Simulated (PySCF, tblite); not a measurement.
# GaBr₃: changes of charge, electronic excitations, part 2 of 3

tblite 0.8.0 and PySCF 2.14.0. Atoms count from 0.

## 8. Harmonic vibrations with GFN2-xTB

Job settings and geometry (Å):

```
{"job": {"kind": "ir", "xc": "GFN2-xTB", "basis": "xTB"}, "charge": 1, "multiplicity": 2}
Br     0.222915    -2.342992     0.002400
Ga     0.014079     0.005426    -0.020716
Br    -2.131196     0.984947    -0.005482
Br     1.934537     1.371660    -0.067736
```

The program printed:

```text
mode    cm-1     km/mol
  1      45.1      4.03
  2      45.3      3.91
  3      81.4     13.46
  4     161.6      0.00
  5     224.5     19.93
  6     225.6     20.48
ZPE 4.687  H(298)-E 25.443  G(298)-E -86.301 kJ/mol  S 374.79 J/(mol K)
```

It took 0.16 s on 1 thread of Arm Neoverse V1, shared host.

The strongest bands and the atoms that carry them (share of the mass-weighted mode):

| cm⁻¹ | km/mol | atoms |
| --- | --- | --- |
| 45 | 4.0 | Br3 39 %, Br0 27 %, Ga1 17 %, Br2 17 % |
| 45 | 3.9 | Br2 39 %, Br0 28 %, Ga1 17 %, Br3 16 % |
| 81 | 13.5 | Ga1 77 % |
| 224 | 19.9 | Ga1 61 %, Br2 24 %, Br0 14 % |
| 226 | 20.5 | Ga1 61 %, Br3 25 %, Br0 13 % |

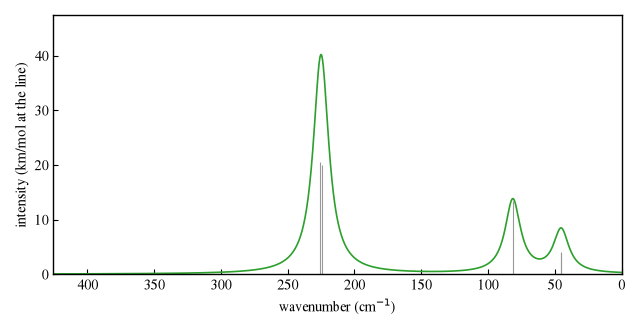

The infrared spectrum from these modes, unscaled. Lines are broadened to a width of 14 cm⁻¹ (Lorentzian).

## 9. Relaxing the molecule at PBE0-D3(BJ)/ma-def2-SVP

This step treats GaBr₃+ (doublet), labelled `[Br][Ga]([Br])[Br+]` (the label fixes atoms and charge, not where charge and spin sit).

Job settings and geometry (Å):

```
{"job": {"xc": "PBE0", "basis": "ma-def2-SVP", "d3": "d3bj", "grid": 1, "kind": "geom"}, "charge": 1, "multiplicity": 2}
Br     0.222915    -2.342992     0.002400
Ga     0.014079     0.005426    -0.020716
Br    -2.131196     0.984947    -0.005482
Br     1.934537     1.371660    -0.067736
```

The program printed:

```text
step   0  E = -9644.78532628  max force = 0.021130
step   1  E = -9644.79112805  max force = 0.006439
step   2  E = -9644.79155509  max force = 0.004698
step   3  E = -9644.79253895  max force = 0.006607
step   4  E = -9644.79490443  max force = 0.012841
step   5  E = -9644.79865367  max force = 0.010081
step   6  E = -9644.77688604  max force = 0.050368
step   7  E = -9644.79882752  max force = 0.010181
step   8  E = -9644.80003916  max force = 0.001778
step   9  E = -9644.80007894  max force = 0.000592
step  10  E = -9644.80005803  max force = 0.001404
step  11  E = -9644.80007497  max force = 0.001081
step  12  E = -9644.80007826  max force = 0.000609
step  13  E = -9644.80006982  max force = 0.000581
step  14  E = -9644.80006630  max force = 0.000673
step  15  E = -9644.80006936  max force = 0.000618
step  16  E = -9644.80007229  max force = 0.000561
optimisation converged
```

It took 7.2 min on 1 thread of Arm Neoverse V1, shared host; peak memory 0.88 GiB.

Relaxation path: (the energy doesn't fall at every step)

| step | energy from step 0 (eV) | largest force component (eV/Å) |
| --- | --- | --- |
| 0 | 0.0000 | 1.0865 |
| 1 | -0.1579 | 0.3311 |
| 2 | -0.1695 | 0.2416 |
| 3 | -0.1963 | 0.3397 |
| 4 | -0.2606 | 0.6603 |
| 5 | -0.3627 | 0.5184 |
| 6 | 0.2297 | 2.5900 |
| 7 | -0.3674 | 0.5235 |
| 8 | -0.4004 | 0.0914 |
| 9 | -0.4014 | 0.0304 |
| 10 | -0.4009 | 0.0722 |
| 11 | -0.4013 | 0.0556 |
| 12 | -0.4014 | 0.0313 |
| 13 | -0.4012 | 0.0299 |
| 14 | -0.4011 | 0.0346 |
| 15 | -0.4012 | 0.0318 |
| 16 | -0.4013 | 0.0288 |

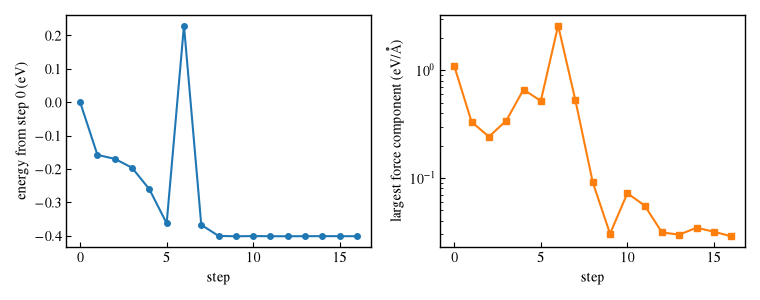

Energy and force, step by step.

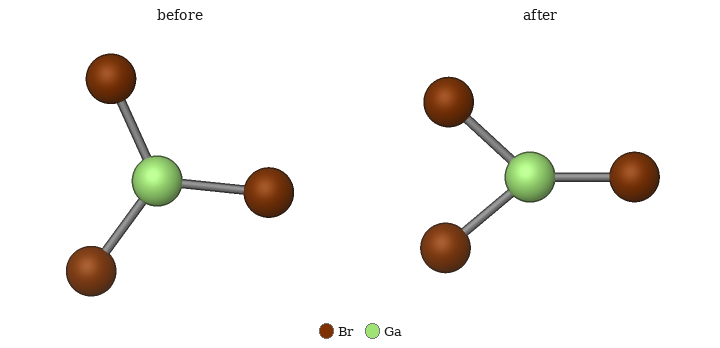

The geometry before (left) and after (right).

Distances of close pairs at the start and the end, largest changes first:

| bond | before (Å) | after (Å) | change (Å) |
| --- | --- | --- | --- |
| Ga1–Br3 | 2.357 | 2.194 | -0.164 |
| Br0–Ga1 | 2.358 | 2.321 | -0.036 |
| Ga1–Br2 | 2.358 | 2.325 | -0.033 |

The end geometry stands in the next job.

| at the end point | value |
| --- | --- |
| point group (found at 0.08 Å tolerance) | C2v |
| rotational constants (GHz, main isotopes) | 1.356, 0.613, 0.422 |
| ⟨S²⟩ | 0.754 |

## 10. Single point (GaBr3): wB97X-D3(BJ)/ma-def2-TZVP

Geometry: PBE0-D3(BJ)/ma-def2-SVP, that of another charge or spin state.

Job settings and geometry (Å):

```
{"job": {"kind": "sp", "xc": "wB97X", "basis": "ma-def2-TZVP", "d3": "d3bj", "grid": 2}, "charge": 0, "multiplicity": 1}
Br    -0.084157    -2.092569     0.047998
Ga     0.266984     0.200052    -0.047534
Br    -2.056242     0.264105     0.024914
Br     1.913731     1.647445    -0.116864
```

The program printed:

```text
coarse grid: 29416 points
cycle   1  E = -9647.0570204683  dE = -3.194e+00  |g| = 9.107e-01  |ddm| = 2.205e+00
cycle   2  E = -9647.0608859717  dE = -3.866e-03  |g| = 1.025e+00  |ddm| = 1.192e+00
cycle   3  E = -9647.1741342468  dE = -1.132e-01  |g| = 9.305e-02  |ddm| = 5.690e-01
cycle   4  E = -9647.1748624089  dE = -7.282e-04  |g| = 1.586e-02  |ddm| = 5.965e-02
cycle   5  E = -9647.1749543820  dE = -9.197e-05  |g| = 4.955e-03  |ddm| = 2.378e-02
cycle   6  E = -9647.1749647908  dE = -1.041e-05  |g| = 1.479e-03  |ddm| = 9.440e-03
cycle   7  E = -9647.1749656883  dE = -8.976e-07  |g| = 4.604e-04  |ddm| = 2.785e-03
final grid: 52512 points
cycle   8  E = -9647.1749618019  dE = -1.097e-07  |g| = 4.106e-04  |ddm| = 1.434e-03
cycle   9  E = -9647.1749618107  dE = -8.842e-09  |g| = 4.063e-04  |ddm| = 4.768e-04
cycle  10  E = -9647.1749618258  dE = -1.509e-08  |g| = 5.389e-05  |ddm| = 2.124e-04
cycle  11  E = -9647.1749618265  dE = -6.712e-10  |g| = 2.088e-05  |ddm| = 5.280e-05
converged SCF energy = -9647.1749618265
```

Wall time 16 s (1 thread of Arm Neoverse V1, shared host); peak memory 0.81 GiB.

## 11. Single point (GaBr₃+ (doublet), [Br][Ga]([Br])[Br+]): wB97X-D3(BJ)/ma-def2-TZVP

Geometry: PBE0-D3(BJ)/ma-def2-SVP.

Job settings and geometry (Å):

```
{"job": {"kind": "sp", "xc": "wB97X", "basis": "ma-def2-TZVP", "d3": "d3bj", "grid": 2}, "charge": 1, "multiplicity": 2}
Br    -0.084157    -2.092569     0.047998
Ga     0.266984     0.200052    -0.047534
Br    -2.056242     0.264105     0.024914
Br     1.913731     1.647445    -0.116864
```

The program printed:

```text
final grid: 52512 points
cycle   1  E = -9646.8140542485  dE = -3.076e-02  |g| = 1.605e-01  |ddm| = 4.260e-01
cycle   2  E = -9646.8184404389  dE = -4.386e-03  |g| = 1.315e-01  |ddm| = 2.154e-01
cycle   3  E = -9646.8217072219  dE = -3.267e-03  |g| = 8.751e-03  |ddm| = 7.138e-02
cycle   4  E = -9646.8217553954  dE = -4.817e-05  |g| = 3.899e-03  |ddm| = 1.056e-02
cycle   5  E = -9646.8217660111  dE = -1.062e-05  |g| = 2.028e-03  |ddm| = 5.503e-03
cycle   6  E = -9646.8217693361  dE = -3.325e-06  |g| = 7.633e-04  |ddm| = 3.085e-03
cycle   7  E = -9646.8217703244  dE = -9.883e-07  |g| = 3.705e-04  |ddm| = 1.551e-03
cycle   8  E = -9646.8217711136  dE = -7.892e-07  |g| = 2.083e-04  |ddm| = 1.865e-03
cycle   9  E = -9646.8217714338  dE = -3.202e-07  |g| = 1.111e-04  |ddm| = 1.342e-03
cycle  10  E = -9646.8217715130  dE = -7.919e-08  |g| = 5.322e-05  |ddm| = 7.064e-04
cycle  11  E = -9646.8217715303  dE = -1.724e-08  |g| = 1.943e-05  |ddm| = 3.904e-04
cycle  12  E = -9646.8217715311  dE = -8.622e-10  |g| = 8.078e-06  |ddm| = 7.615e-05
converged SCF energy = -9646.8217715311
```

It took 35 s on 1 thread of Arm Neoverse V1, shared host; peak memory 0.78 GiB.

## 12. Single point (GaBr₃− (doublet)): wB97X-D3(BJ)/ma-def2-TZVP

Geometry: PBE0-D3(BJ)/ma-def2-SVP, that of another charge or spin state.

Job settings and geometry (Å):

```
{"job": {"kind": "sp", "xc": "wB97X", "basis": "ma-def2-TZVP", "d3": "d3bj", "grid": 2}, "charge": -1, "multiplicity": 2}
Br     0.191689    -2.253071     0.011026
Ga     0.011934     0.006644    -0.010011
Br    -2.051377     0.943891    -0.005425
Br     1.867621     1.312032    -0.041416
```

The program printed:

```text
final grid: 52512 points
cycle   1  E = -9647.2232526849  dE = -1.000e-02  |g| = 1.529e-01  |ddm| = 9.851e-01
cycle   2  E = -9647.2240095083  dE = -7.568e-04  |g| = 1.812e-01  |ddm| = 1.237e+00
cycle   3  E = -9647.2320355615  dE = -8.026e-03  |g| = 1.923e-02  |ddm| = 2.197e-01
cycle   4  E = -9647.2322209476  dE = -1.854e-04  |g| = 5.013e-03  |ddm| = 7.839e-02
cycle   5  E = -9647.2323232709  dE = -1.023e-04  |g| = 2.117e-03  |ddm| = 1.874e-01
cycle   6  E = -9647.2323627015  dE = -3.943e-05  |g| = 9.163e-04  |ddm| = 1.508e-01
cycle   7  E = -9647.2323684019  dE = -5.700e-06  |g| = 5.566e-04  |ddm| = 4.528e-02
cycle   8  E = -9647.2323698130  dE = -1.411e-06  |g| = 1.796e-04  |ddm| = 2.355e-02
cycle   9  E = -9647.2323700159  dE = -2.029e-07  |g| = 7.049e-05  |ddm| = 6.383e-03
cycle  10  E = -9647.2323700450  dE = -2.907e-08  |g| = 3.599e-05  |ddm| = 1.493e-03
cycle  11  E = -9647.2323700546  dE = -9.597e-09  |g| = 2.959e-05  |ddm| = 7.457e-04
converged SCF energy = -9647.2323700546
```

Wall time 27 s (1 thread of Arm Neoverse V1, shared host); peak memory 0.78 GiB.

## 13. Relaxing the molecule with GFN2-xTB

This step treats GaBr₃− (doublet), labelled `[Br][Ga-]([Br])[Br]` (the label fixes atoms and charge, not where charge and spin sit).

Job settings and geometry (Å):

```
{"job": {"kind": "relax", "xc": "GFN2-xTB", "basis": "xTB"}, "charge": -1, "multiplicity": 2}
Br     0.207900    -2.259200     0.005700
Ga     0.001200     0.015300    -0.033000
Br    -2.033900     0.936300    -0.002200
Br     1.865100     1.326700    -0.062000
```

The program printed:

```text
step      E/eV     max force
  0    -377.13460    3.254
  1    -377.45189    2.421
  2    -378.09081    0.715
  3    -378.17485    0.270
  4    -378.18733    0.118
  5    -378.18805    0.102
  6    -378.18836    0.081
  7    -378.18882    0.036
  8    -378.18897    0.012
  9    -378.18900    0.012
 10    -378.18900    0.011
 11    -378.18901    0.011
 12    -378.18903    0.012
 13    -378.18908    0.018
 14    -378.18948    0.060
 15    -378.18884    0.008
 16    -378.20020    0.158
 17    -378.20121    0.148
 18    -378.20870    0.124
 19    -378.20899    0.120
 20    -378.21241    0.091
 21    -378.21909    0.166
 22    -378.22685    0.276
 23    -378.23995    0.277
 24    -378.27147    0.105
 25    -378.27124    0.128
 26    -378.27342    0.057
 27    -378.27355    0.049
 28    -378.27362    0.040
 29    -378.27376    0.005
```

Run time: 0.08 s. Hardware: 1 thread of Arm Neoverse V1, shared host.

Step by step:

| step | energy from step 0 (eV) | largest force (eV/Å) |
| --- | --- | --- |
| 0 | 0.0000 | 3.2535 |
| 1 | -0.3173 | 2.4206 |
| 2 | -0.9562 | 0.7153 |
| 3 | -1.0403 | 0.2699 |
| 4 | -1.0527 | 0.1182 |
| 5 | -1.0534 | 0.1019 |
| 6 | -1.0538 | 0.0806 |
| 7 | -1.0542 | 0.0364 |
| 8 | -1.0544 | 0.0116 |
| 9 | -1.0544 | 0.0116 |
| 10 | -1.0544 | 0.0112 |
| 11 | -1.0544 | 0.0110 |
| 12 | -1.0544 | 0.0122 |
| 13 | -1.0545 | 0.0182 |
| 14 | -1.0549 | 0.0601 |
| 15 | -1.0542 | 0.0077 |
| 16 | -1.0656 | 0.1581 |
| 17 | -1.0666 | 0.1479 |
| 18 | -1.0741 | 0.1242 |
| 19 | -1.0744 | 0.1201 |
| 20 | -1.0778 | 0.0907 |
| 21 | -1.0845 | 0.1661 |
| 22 | -1.0923 | 0.2763 |
| 23 | -1.1054 | 0.2768 |
| 24 | -1.1369 | 0.1054 |
| 25 | -1.1366 | 0.1284 |
| 26 | -1.1388 | 0.0571 |
| 27 | -1.1390 | 0.0490 |
| 28 | -1.1390 | 0.0400 |
| 29 | -1.1392 | 0.0050 |

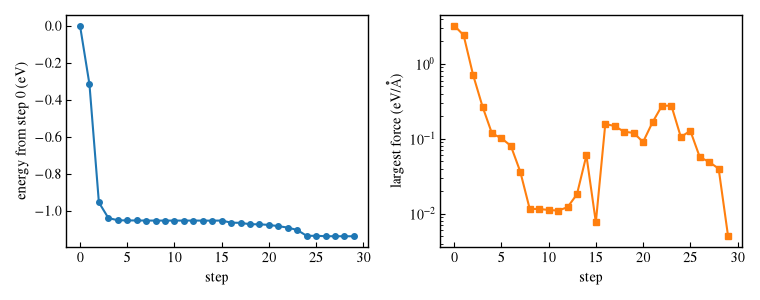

Energy and force, step by step.

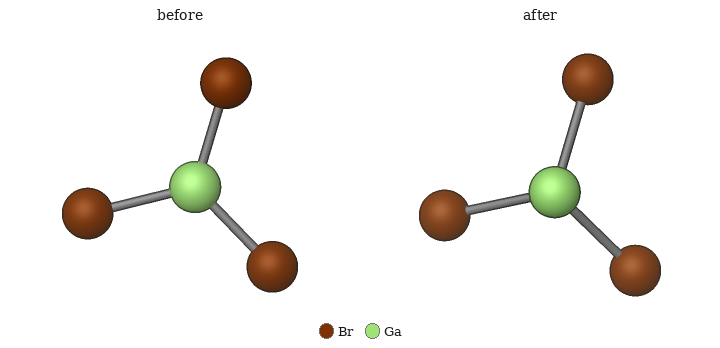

The geometry before (left) and after (right).

Close pairs (by a distance rule), those that changed most:

| bond | before (Å) | after (Å) | change (Å) |
| --- | --- | --- | --- |
| Ga1–Br2 | 2.234 | 2.509 | +0.275 |
| Ga1–Br3 | 2.279 | 2.511 | +0.232 |
| Br0–Ga1 | 2.284 | 2.510 | +0.225 |

The end geometry stands in the next job.

## 14. Vibrational analysis with GFN2-xTB

Job settings and geometry (Å):

```
{"job": {"kind": "ir", "xc": "GFN2-xTB", "basis": "xTB"}, "charge": -1, "multiplicity": 2}
Br     0.223452    -2.333621     0.214918
Ga     0.005359    -0.002941    -0.690020
Br    -2.121062     0.983416     0.204026
Br     1.932134     1.371792     0.147893
```

The program printed:

```text
mode    cm-1     km/mol
  1      46.2      2.71
  2      47.1      2.67
  3      56.1      7.76
  4     173.9     16.49
  5     189.1     33.93
  6     189.1     33.76
ZPE 4.196  H(298)-E 25.309  G(298)-E -89.128 kJ/mol  S 383.82 J/(mol K)
```

It took 0.13 s on 1 thread of Arm Neoverse V1, shared host.

Which atoms move in the most intense modes:

| cm⁻¹ | km/mol | atoms |
| --- | --- | --- |
| 46 | 2.7 | Br3 39 %, Br0 31 %, Br2 21 % |
| 47 | 2.7 | Br2 38 %, Br0 29 %, Br3 23 % |
| 56 | 7.8 | Ga1 36 %, Br2 23 %, Br0 21 %, Br3 19 % |
| 174 | 16.5 | Ga1 41 %, Br3 21 %, Br0 20 %, Br2 19 % |
| 189 | 33.9 | Ga1 64 %, Br3 22 %, Br0 11 % |
| 189 | 33.8 | Ga1 64 %, Br2 22 %, Br0 13 % |

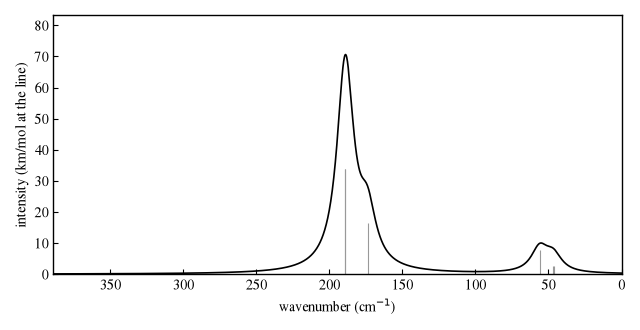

The infrared spectrum from these modes, unscaled. Lines are broadened to a width of 14 cm⁻¹ (Lorentzian).

(Part 2 of 3 ends here.)
